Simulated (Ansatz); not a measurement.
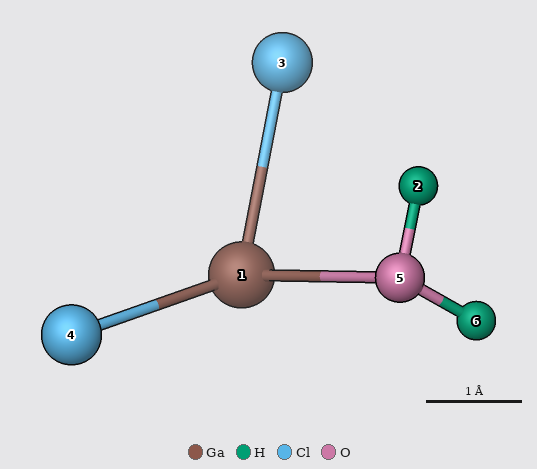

*The structure as given in the input (ball-and-stick view, seen at a tilt; atoms are numbered from 1 in the order of the input). Sticks mark near contacts.*

Bond lengths as drawn: Cl–Ga 2.23 to 2.28 Å, Ga–O 2.27 Å and H–O 0.98 to 0.99 Å.

Nudged elastic band of GaH₂Cl₂O (part 1 of 2)

- system: GaH₂Cl₂O, multiplicity 2
- method: UKS BLYP/def2-SVP (Ansatz 0.2.0)

The run did not end well. It belongs to a series of runs on one base structure; here: band between the two ends.

Input file:
```yaml
crystal:
  periodic: [false, false, false]
  atoms:
    - { symbol: Ga, position_ang: [-0.345539, -0.780167, 0.039123] }
    - { symbol: H, position_ang: [0.625509, 0.314465, 2.110745] }
    - { symbol: Cl, position_ang: [1.750211, 0.105065, -0.112512] }
    - { symbol: Cl, position_ang: [-2.019781, 0.383795, -0.866301] }
    - { symbol: O, position_ang: [-0.293661, -0.043329, 2.181195] }
    - { symbol: H, position_ang: [-0.231139, -0.78093, 2.82485] }
magnetization:
  spin_polarized: true
  initial_magnetization: 1
basis:
  gaussian: { orbitals: def2-SVP }
hamiltonian:
  xc: blyp
neb:
  order_check: false
  images: 7
  f_tol: 0.05
  max_iterations: 60
  optimiser: lbfgs
  climbing: immediate
  final_atoms:
    - { symbol: Ga, position_ang: [0.18658262, 0.55270294, 0.06600685] }
    - { symbol: H, position_ang: [0.02518042, 0.44692071, 2.85230984] }
    - { symbol: Cl, position_ang: [1.8750794, -0.58408919, -0.84964928] }
    - { symbol: Cl, position_ang: [-1.90513434, -0.32905339, -0.15362662] }
    - { symbol: O, position_ang: [0.10947173, -0.26344835, 2.18161742] }
    - { symbol: H, position_ang: [-0.80557983, -0.62413372, 2.0804418] }
  initial_path:
    images:
      - { positions_ang: [[-0.345539, -0.780167, 0.039123], [0.625509, 0.314465, 2.110745], [1.750211, 0.105065, -0.112512], [-2.019781, 0.383795, -0.866301], [-0.293661, -0.043329, 2.181195], [-0.231139, -0.78093, 2.82485]] }
      - { positions_ang: [[-0.25518861, -0.57716134, 0.03086358], [0.46823403, 0.22824864, 2.0392878], [1.80420944, 0.07829716, -0.3581174], [-1.99246999, 0.32343137, -0.93258995], [-0.22464402, -0.05129953, 2.41941492], [-0.31454085, -0.80261731, 2.97824104]] }
      - { positions_ang: [[-0.16483822, -0.37415568, 0.02260417], [0.31095905, 0.14203229, 1.9678306], [1.85820788, 0.05152932, -0.6037228], [-1.96515897, 0.26306775, -0.9988789], [-0.15562705, -0.05927006, 2.65763485], [-0.39794269, -0.82430462, 3.13163208]] }
      - { positions_ang: [[-0.07448783, -0.17115002, 0.01434475], [0.15368408, 0.05581593, 1.89637341], [1.91220632, 0.02476149, -0.8493282], [-1.93784796, 0.20270412, -1.06516785], [-0.08661007, -0.06724059, 2.89585477], [-0.48134454, -0.84599194, 3.28502313]] }
      - { positions_ang: [[0.01586256, 0.03185564, 0.00608533], [-0.00359089, -0.03040043, 1.82491621], [1.96620476, -0.00200635, -1.0949336], [-1.91053694, 0.1423405, -1.1314568], [-0.0175931, -0.07521111, 3.13407469], [-0.56474638, -0.86767925, 3.43841417]] }
      - { positions_ang: [[0.05854257, 0.16206747, 0.02106571], [0.00360194, 0.08892986, 2.08176462], [1.94342342, -0.14752706, -1.03361252], [-1.90918629, 0.02449202, -0.88699926], [0.01417311, -0.12227042, 2.89596038], [-0.62495475, -0.80679287, 3.09892107]] }
      - { positions_ang: [[0.10122259, 0.29227929, 0.03604609], [0.01079476, 0.20826014, 2.33861302], [1.92064208, -0.29304777, -0.97229144], [-1.90783564, -0.09335645, -0.64254171], [0.04593932, -0.16932973, 2.65784606], [-0.68516311, -0.74590648, 2.75942798]] }
      - { positions_ang: [[0.1439026, 0.42249112, 0.05102647], [0.01798759, 0.32759042, 2.59546143], [1.89786074, -0.43856848, -0.91097036], [-1.90648499, -0.21120492, -0.39808417], [0.07770552, -0.21638904, 2.41973174], [-0.74537147, -0.6850201, 2.41993489]] }
      - { positions_ang: [[0.18658262, 0.55270294, 0.06600685], [0.02518042, 0.44692071, 2.85230984], [1.8750794, -0.58408919, -0.84964928], [-1.90513434, -0.32905339, -0.15362662], [0.10947173, -0.26344835, 2.18161742], [-0.80557983, -0.62413372, 2.0804418]] }
```

Hardware: 4 threads of Arm Neoverse V2, 24 GiB of memory available, shared host.

Command:
```bash
ansatz run input.yaml --threads 4 --pin off --max-ram 5120MiB --backend cpu --events-out ev --progress --plain --runs-dir out
```

The program's output:
```
Engine: ansatz 0.2.0, aarch64-unknown-linux-gnu
Functional definition: BLYP
  parameter beta = 0.0042
  parameter a = 0.04918
  parameter b = 0.132
  parameter c = 0.2533
  parameter d = 0.349
  exchange = b88_x(beta = beta)
  correlation = lyp_c(a = a, b = b, c = c, d = d)
1004 factors; their error is unknown
mean field evaluation 1: about -79484.8439 eV, gradient 4.2e1 eV
mean field evaluation 2: about -79447.8289 eV, gradient 9.8e1 eV
mean field evaluation 4: about -79490.3476 eV, gradient 7.9e0 eV
mean field evaluation 8: about -79490.6406 eV, gradient 1.1e-1 eV
mean field evaluation 16: about -79490.5885 eV, gradient 1.5e-4 eV
mean field -79490.58847248 eV, -2921.2252457076 hartree, gradient 5.6e-5 eV, S^2 0.751217; 0 other end points of the search recorded, 0 dependent functions left out
the calculation of the forces begins
reference -79490.58877785 eV, -2921.2252569297 hartree; 38, 37 occupied and 54, 55 virtual orbitals, 1004 factors
1004 factors; their error is unknown
mean field evaluation 32: about -79490.5886 eV, gradient 1.7e-3 eV
mean field -79490.58861961 eV, -2921.2252511145 hartree, gradient 5.5e-5 eV, S^2 0.751220; 0 other end points of the search recorded, 0 dependent functions left out
[... from here on the field's lines of each further geometry are left out, up to the last ...]
NEB iter   1: max|band force component| = 1.546e2 eV/Å  barrier→ = 23.3940 eV  barrier← = 23.3942 eV  CI = image 6  Δτ_max = 0.2000 Å  (347 SCF iters)
NEB iter   2: max|band force component| = 1.830e1 eV/Å  barrier→ = 1.8599 eV  barrier← = 1.8601 eV  CI = image 7  Δτ_max = 0.2000 Å  (208 SCF iters)
NEB iter   3: max|band force component| = 4.892e0 eV/Å  barrier→ = 1.5708 eV  barrier← = 1.5709 eV  CI = image 4  Δτ_max = 0.0737 Å  (229 SCF iters)
NEB iter   4: max|band force component| = 3.366e0 eV/Å  barrier→ = 1.3283 eV  barrier← = 1.3285 eV  CI = image 4  Δτ_max = 0.0729 Å  (215 SCF iters)
NEB iter   5: max|band force component| = 2.591e0 eV/Å  barrier→ = 1.0009 eV  barrier← = 1.0011 eV  CI = image 4  Δτ_max = 0.0930 Å  (203 SCF iters)
NEB iter   6: max|band force component| = 3.865e0 eV/Å  barrier→ = 0.9527 eV  barrier← = 0.9528 eV  CI = image 4  Δτ_max = 0.0553 Å  (203 SCF iters)
NEB iter   7: max|band force component| = 1.409e0 eV/Å  barrier→ = 0.8587 eV  barrier← = 0.8589 eV  CI = image 4  Δτ_max = 0.0117 Å  (202 SCF iters)
NEB iter   8: max|band force component| = 1.055e0 eV/Å  barrier→ = 0.8318 eV  barrier← = 0.8319 eV  CI = image 4  Δτ_max = 0.0413 Å  (196 SCF iters)
NEB iter   9: max|band force component| = 7.897e-1 eV/Å  barrier→ = 0.8100 eV  barrier← = 0.8101 eV  CI = image 4  Δτ_max = 0.0456 Å  (202 SCF iters)
NEB iter  10: max|band force component| = 1.022e0 eV/Å  barrier→ = 0.8081 eV  barrier← = 0.8083 eV  CI = image 4  Δτ_max = 0.0225 Å  (196 SCF iters)
NEB iter  11: max|band force component| = 3.791e-1 eV/Å  barrier→ = 0.7870 eV  barrier← = 0.7871 eV  CI = image 4  Δτ_max = 0.0077 Å  (199 SCF iters)
NEB iter  12: max|band force component| = 4.406e-1 eV/Å  barrier→ = 0.7850 eV  barrier← = 0.7852 eV  CI = image 4  Δτ_max = 0.0086 Å  (185 SCF iters)
NEB iter  13: max|band force component| = 3.187e-1 eV/Å  barrier→ = 0.7805 eV  barrier← = 0.7806 eV  CI = image 4  Δτ_max = 0.0208 Å  (184 SCF iters)
NEB iter  14: max|band force component| = 8.810e-1 eV/Å  barrier→ = 0.7854 eV  barrier← = 0.7856 eV  CI = image 4  Δτ_max = 0.0169 Å  (197 SCF iters)
NEB iter  15: max|band force component| = 3.438e-1 eV/Å  barrier→ = 0.7749 eV  barrier← = 0.7751 eV  CI = image 4  Δτ_max = 0.0068 Å  (187 SCF iters)
NEB iter  16: max|band force component| = 3.989e-1 eV/Å  barrier→ = 0.7747 eV  barrier← = 0.7748 eV  CI = image 4  Δτ_max = 0.0070 Å  (184 SCF iters)
NEB iter  17: max|band force component| = 2.996e-1 eV/Å  barrier→ = 0.7713 eV  barrier← = 0.7714 eV  CI = image 4  Δτ_max = 0.0163 Å  (180 SCF iters)
NEB iter  18: max|band force component| = 8.050e-1 eV/Å  barrier→ = 0.7760 eV  barrier← = 0.7761 eV  CI = image 4  Δτ_max = 0.0150 Å  (196 SCF iters)
NEB iter  19: max|band force component| = 3.249e-1 eV/Å  barrier→ = 0.7680 eV  barrier← = 0.7681 eV  CI = image 4  Δτ_max = 0.0066 Å  (185 SCF iters)
NEB iter  20: max|band force component| = 3.980e-1 eV/Å  barrier→ = 0.7681 eV  barrier← = 0.7682 eV  CI = image 4  Δτ_max = 0.0065 Å  (183 SCF iters)
NEB iter  21: max|band force component| = 2.842e-1 eV/Å  barrier→ = 0.7650 eV  barrier← = 0.7652 eV  CI = image 4  Δτ_max = 0.0142 Å  (178 SCF iters)
NEB iter  22: max|band force component| = 7.378e-1 eV/Å  barrier→ = 0.7689 eV  barrier← = 0.7691 eV  CI = image 4  Δτ_max = 0.0136 Å  (200 SCF iters)
NEB iter  23: max|band force component| = 3.045e-1 eV/Å  barrier→ = 0.7624 eV  barrier← = 0.7626 eV  CI = image 4  Δτ_max = 0.0064 Å  (180 SCF iters)
NEB iter  24: max|band force component| = 3.875e-1 eV/Å  barrier→ = 0.7627 eV  barrier← = 0.7629 eV  CI = image 4  Δτ_max = 0.0062 Å  (186 SCF iters)
NEB iter  25: max|band force component| = 2.688e-1 eV/Å  barrier→ = 0.7600 eV  barrier← = 0.7601 eV  CI = image 4  Δτ_max = 0.0126 Å  (182 SCF iters)
NEB iter  26: max|band force component| = 6.795e-1 eV/Å  barrier→ = 0.7633 eV  barrier← = 0.7634 eV  CI = image 4  Δτ_max = 0.0125 Å  (197 SCF iters)
NEB iter  27: max|band force component| = 2.869e-1 eV/Å  barrier→ = 0.7579 eV  barrier← = 0.7580 eV  CI = image 4  Δτ_max = 0.0062 Å  (181 SCF iters)
NEB iter  28: max|band force component| = 3.744e-1 eV/Å  barrier→ = 0.7582 eV  barrier← = 0.7584 eV  CI = image 4  Δτ_max = 0.0060 Å  (179 SCF iters)
NEB iter  29: max|band force component| = 2.554e-1 eV/Å  barrier→ = 0.7558 eV  barrier← = 0.7559 eV  CI = image 4  Δτ_max = 0.0114 Å  (182 SCF iters)
NEB iter  30: max|band force component| = 6.281e-1 eV/Å  barrier→ = 0.7586 eV  barrier← = 0.7587 eV  CI = image 4  Δτ_max = 0.0116 Å  (198 SCF iters)
NEB iter  31: max|band force component| = 2.717e-1 eV/Å  barrier→ = 0.7539 eV  barrier← = 0.7541 eV  CI = image 4  Δτ_max = 0.0059 Å  (183 SCF iters)
NEB iter  32: max|band force component| = 3.601e-1 eV/Å  barrier→ = 0.7544 eV  barrier← = 0.7545 eV  CI = image 4  Δτ_max = 0.0058 Å  (180 SCF iters)
NEB iter  33: max|band force component| = 2.438e-1 eV/Å  barrier→ = 0.7521 eV  barrier← = 0.7522 eV  CI = image 4  Δτ_max = 0.0104 Å  (179 SCF iters)
NEB iter  34: max|band force component| = 5.823e-1 eV/Å  barrier→ = 0.7545 eV  barrier← = 0.7546 eV  CI = image 4  Δτ_max = 0.0108 Å  (196 SCF iters)
NEB iter  35: max|band force component| = 2.584e-1 eV/Å  barrier→ = 0.7505 eV  barrier← = 0.7506 eV  CI = image 4  Δτ_max = 0.0057 Å  (181 SCF iters)
NEB iter  36: max|band force component| = 3.456e-1 eV/Å  barrier→ = 0.7509 eV  barrier← = 0.7511 eV  CI = image 4  Δτ_max = 0.0056 Å  (180 SCF iters)
NEB iter  37: max|band force component| = 2.335e-1 eV/Å  barrier→ = 0.7488 eV  barrier← = 0.7490 eV  CI = image 4  Δτ_max = 0.0096 Å  (180 SCF iters)
NEB iter  38: max|band force component| = 5.410e-1 eV/Å  barrier→ = 0.7509 eV  barrier← = 0.7510 eV  CI = image 4  Δτ_max = 0.0101 Å  (197 SCF iters)
NEB iter  39: max|band force component| = 2.464e-1 eV/Å  barrier→ = 0.7474 eV  barrier← = 0.7476 eV  CI = image 4  Δτ_max = 0.0055 Å  (179 SCF iters)
NEB iter  40: max|band force component| = 3.311e-1 eV/Å  barrier→ = 0.7479 eV  barrier← = 0.7480 eV  CI = image 4  Δτ_max = 0.0054 Å  (175 SCF iters)
NEB iter  41: max|band force component| = 2.241e-1 eV/Å  barrier→ = 0.7460 eV  barrier← = 0.7461 eV  CI = image 4  Δτ_max = 0.0089 Å  (177 SCF iters)
NEB iter  42: max|band force component| = 5.035e-1 eV/Å  barrier→ = 0.7477 eV  barrier← = 0.7479 eV  CI = image 4  Δτ_max = 0.0095 Å  (198 SCF iters)
NEB iter  43: max|band force component| = 2.354e-1 eV/Å  barrier→ = 0.7447 eV  barrier← = 0.7448 eV  CI = image 4  Δτ_max = 0.0054 Å  (180 SCF iters)
NEB iter  44: max|band force component| = 3.170e-1 eV/Å  barrier→ = 0.7451 eV  barrier← = 0.7452 eV  CI = image 4  Δτ_max = 0.0051 Å  (175 SCF iters)
NEB iter  45: max|band force component| = 2.154e-1 eV/Å  barrier→ = 0.7433 eV  barrier← = 0.7435 eV  CI = image 4  Δτ_max = 0.0082 Å  (178 SCF iters)
NEB iter  46: max|band force component| = 4.694e-1 eV/Å  barrier→ = 0.7448 eV  barrier← = 0.7450 eV  CI = image 4  Δτ_max = 0.0089 Å  (195 SCF iters)
NEB iter  47: max|band force component| = 2.252e-1 eV/Å  barrier→ = 0.7421 eV  barrier← = 0.7423 eV  CI = image 4  Δτ_max = 0.0052 Å  (176 SCF iters)
NEB iter  48: max|band force component| = 3.034e-1 eV/Å  barrier→ = 0.7425 eV  barrier← = 0.7427 eV  CI = image 4  Δτ_max = 0.0049 Å  (175 SCF iters)
NEB iter  49: max|band force component| = 2.072e-1 eV/Å  barrier→ = 0.7409 eV  barrier← = 0.7411 eV  CI = image 4  Δτ_max = 0.0077 Å  (178 SCF iters)
NEB iter  50: max|band force component| = 4.383e-1 eV/Å  barrier→ = 0.7422 eV  barrier← = 0.7424 eV  CI = image 4  Δτ_max = 0.0084 Å  (196 SCF iters)
NEB iter  51: max|band force component| = 2.157e-1 eV/Å  barrier→ = 0.7398 eV  barrier← = 0.7400 eV  CI = image 4  Δτ_max = 0.0050 Å  (177 SCF iters)
NEB iter  52: max|band force component| = 2.904e-1 eV/Å  barrier→ = 0.7402 eV  barrier← = 0.7403 eV  CI = image 4  Δτ_max = 0.0047 Å  (173 SCF iters)
NEB iter  53: max|band force component| = 1.994e-1 eV/Å  barrier→ = 0.7387 eV  barrier← = 0.7389 eV  CI = image 4  Δτ_max = 0.0072 Å  (177 SCF iters)
NEB iter  54: max|band force component| = 4.099e-1 eV/Å  barrier→ = 0.7398 eV  barrier← = 0.7400 eV  CI = image 4  Δτ_max = 0.0079 Å  (192 SCF iters)
NEB iter  55: max|band force component| = 2.067e-1 eV/Å  barrier→ = 0.7377 eV  barrier← = 0.7379 eV  CI = image 4  Δτ_max = 0.0048 Å  (179 SCF iters)
NEB iter  56: max|band force component| = 2.780e-1 eV/Å  barrier→ = 0.7380 eV  barrier← = 0.7382 eV  CI = image 4  Δτ_max = 0.0045 Å  (172 SCF iters)
NEB iter  57: max|band force component| = 1.919e-1 eV/Å  barrier→ = 0.7367 eV  barrier← = 0.7368 eV  CI = image 4  Δτ_max = 0.0068 Å  (176 SCF iters)
NEB iter  58: max|band force component| = 3.839e-1 eV/Å  barrier→ = 0.7376 eV  barrier← = 0.7378 eV  CI = image 4  Δτ_max = 0.0074 Å  (184 SCF iters)
NEB iter  59: max|band force component| = 1.982e-1 eV/Å  barrier→ = 0.7358 eV  barrier← = 0.7359 eV  CI = image 4  Δτ_max = 0.0046 Å  (177 SCF iters)
the calculation of the forces begins
reference -79490.26292954 eV, -2921.2132822250 hartree; 38, 37 occupied and 54, 55 virtual orbitals, 1004 factors
these checks for a lower state are left out or cut short: starts, cluster_reference, orbital_swaps, neighbouring_geometries, increment
1004 factors; their error is unknown
mean field -79490.49426248 eV, -2921.2217835538 hartree, gradient 7.3e-5 eV, S^2 0.751271; 0 other end points of the search recorded, 0 dependent functions left out
the calculation of the forces begins
reference -79490.49457639 eV, -2921.2217950899 hartree; 38, 37 occupied and 54, 55 virtual orbitals, 1004 factors
NEB iter  60: max|band force component| = 2.663e-1 eV/Å  barrier→ = 0.7360 eV  barrier← = 0.7362 eV  CI = image 4  Δτ_max = 0.0043 Å  (175 SCF iters)
```
